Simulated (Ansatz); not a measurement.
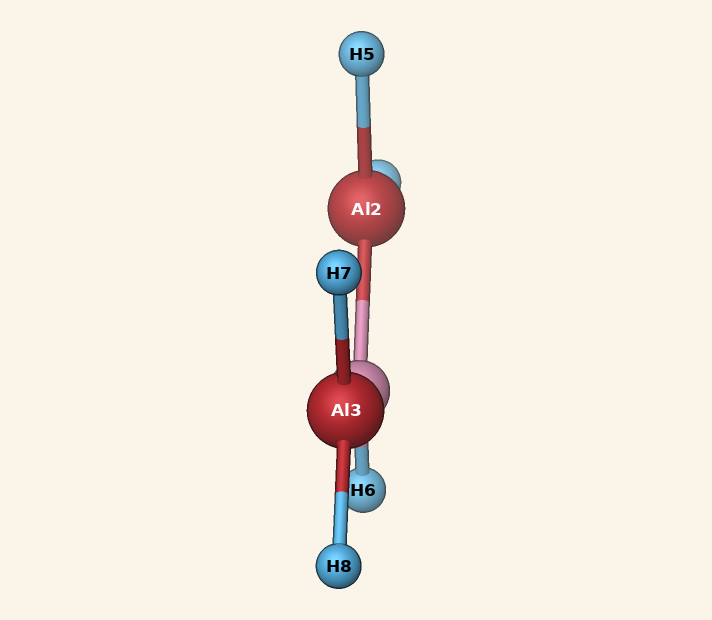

C1 lies behind Al3. The molecule seen nearly along the Al3–C1 bond, Al3 in front. Depth is shown by fading: the farther an atom, the more it takes the colour of the background. The species has charge −1 and is a spin singlet. The computed structure is the end point of a PBE0-D4/def2-TZVPD optimisation. No frequency run is at hand to confirm it as a minimum.

What is the torsion angle H7–Al3–C1–Al2? The sign is positive where the front bond must turn clockwise to cover the back bond.

Answer. 0°, synperiplanar (eclipsed).
